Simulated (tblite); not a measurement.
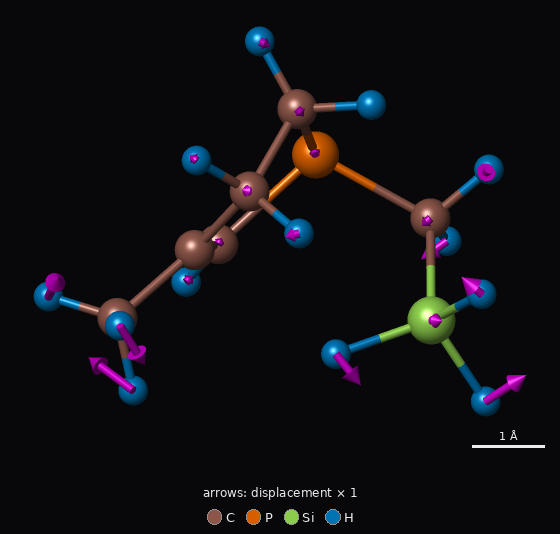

This is a relaxation of C6H13PSi. The starting structure is drawn; purple arrows show the displacements, at their true length. The two geometries are superimposed by the best rigid fit.

The picture is a ball-and-stick view, seen at a tilt.

Method: GFN2-xTB geometry optimisation, gas phase in tblite 0.8.0. 

Question: Atoms of which element are displaced furthest, and by how much?

Answer: Hydrogen: up to 0.92 Å, against 0.21 Å for silicon.

Question: What happened in the run?

Answer: The atom that moves furthest after the best rigid fit is an H atom (0.92 Å). By element the largest moves are H 0.92 Å, Si 0.21 Å, C 0.16 Å, P 0.11 Å. Among the contacts that change: C–C 1.475 → 1.531 Å, C–Si 1.850 → 1.903 Å, C–P 1.866 → 1.815 Å, C–H 1.142 → 1.093 Å. Bond angles that change, for instance: P–C–Si 110.7° → 121.4°, P–C–C 100.7° → 109.1°, C–P–C 108.6° → 100.4°. Groups turn about C–C by about 50°, C–Si by about 30°. Over 134 geometry steps the energy falls by 23.1 kcal/mol. Cost: 2 s on 1 thread of AMD EPYC 7R43 64-Core Processor, on a shared host.
